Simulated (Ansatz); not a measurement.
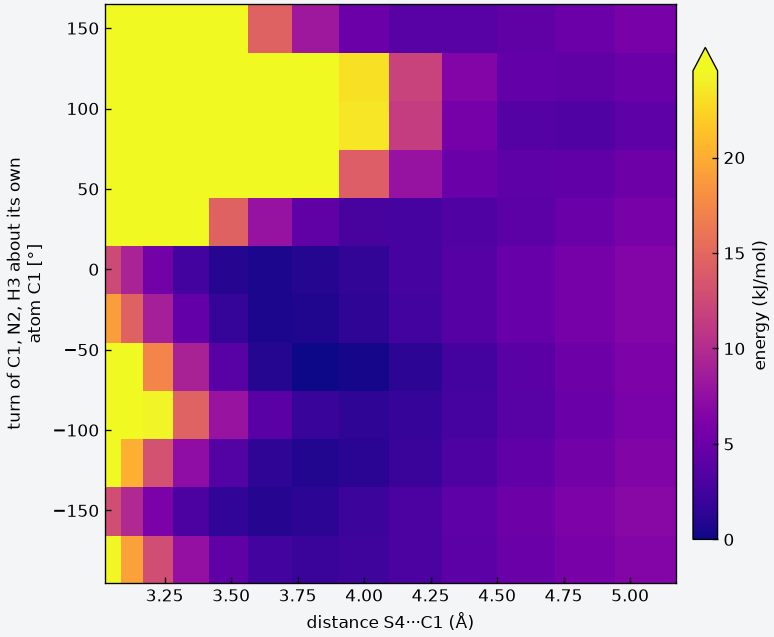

Energy landscape of the pair CHN···CS₂. The turn is about an axis along (−0.04, 1.00, −0.01) in the frame of the relaxed pair, normal to the line between the partners. First axis: distance S4···C1. Second axis: turn of C1, N2, H3 about its own atom C1. The grid has 13 × 12 points. Points are written as (first, second). Energies are in kJ/mol, from the lowest grid point. Energies and slopes of some neighbouring points disagree (a jump in structure or state, or too coarse a mesh). Computed with RKS PBE-D4/def2-SVPD in Ansatz.

Drawn: one coloured cell a grid point, one colour for all values above the top of the scale. 

### Describe this landscape.

The lowest grid point is at (3.815 Å, −60°). Other grid points that lie below all their neighbours: (3.644 Å, 0°) (0.6 kJ/mol higher); (3.815 Å, −120°) (0.8 kJ/mol higher); (4.827 Å, 90°) (3.4 kJ/mol higher). The highest grid point, (3.057 Å, 90°), lies 369 kJ/mol above the lowest. At the highest point the unbonded atoms N2···C5 come to 1.79 Å, against 4.66 Å at the lowest; the sum of their van der Waals radii is about 3.4 Å.

The input of one point:

```yaml
crystal:
  periodic: [false, false, false]
  atoms:
    - { symbol: C, position_ang: [-0.261767, -0.024962, -1.872014] }
    - { symbol: "N", position_ang: [-0.982124, -0.059641, -2.788516] }
    - { symbol: H, position_ang: [0.395003, 0.006966, -1.008501] }
    - { symbol: S, position_ang: [1.730891, 0.076074, 1.379652] }
    - { symbol: C, position_ang: [0.193978, 0.021205, 1.720049] }
    - { symbol: S, position_ang: [-1.33788, -0.033767, 2.037367] }
basis:
  gaussian: { orbitals: def2-SVPD }
hamiltonian:
  xc: pbe
  dispersion: d4
output:
  forces: true
```

Each point was launched as `ansatz run input.yaml --threads 1 --pin off --max-ram 2560MiB --backend cpu --events-out ev --progress --plain --runs-dir out`. Time for the 156 points that were run: 13 min on 1 thread of Arm Neoverse V1 (shared host).
